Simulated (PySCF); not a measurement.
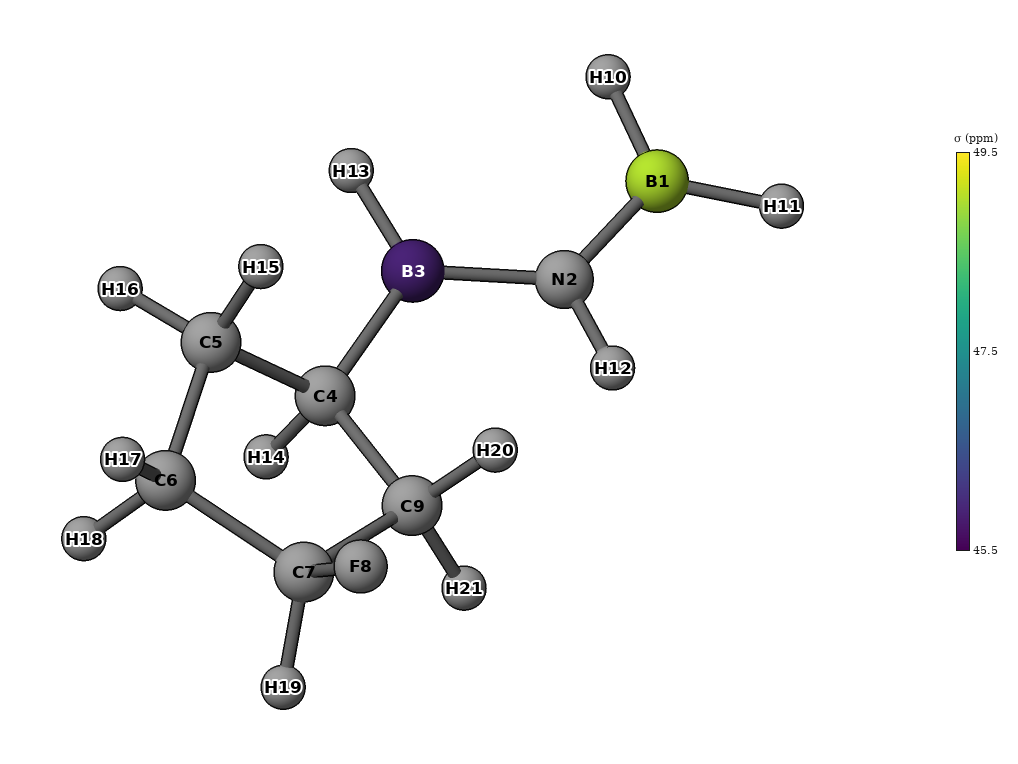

Atoms are coloured by their isotropic NMR shieldings (B only, the others grey). Computed geometry: GFN2-xTB optimisation. No frequency run is at hand to confirm it as a minimum. Properties computed with GIAO PBE0/pcSseg-1 NMR shielding, non-relativistic, gas phase (PySCF 2.14.0).

Give the isotropic NMR shieldings of the B atoms atom by atom.

| atom | σ (ppm) |
| --- | --- |
| B1 | 49.0 |
| B3 | 45.9 |

The geometry is semi-empirical. Around B such bond lengths and angles can be off by a tenth of an ångström or more and by several degrees, and values that hang on the shape move with them.
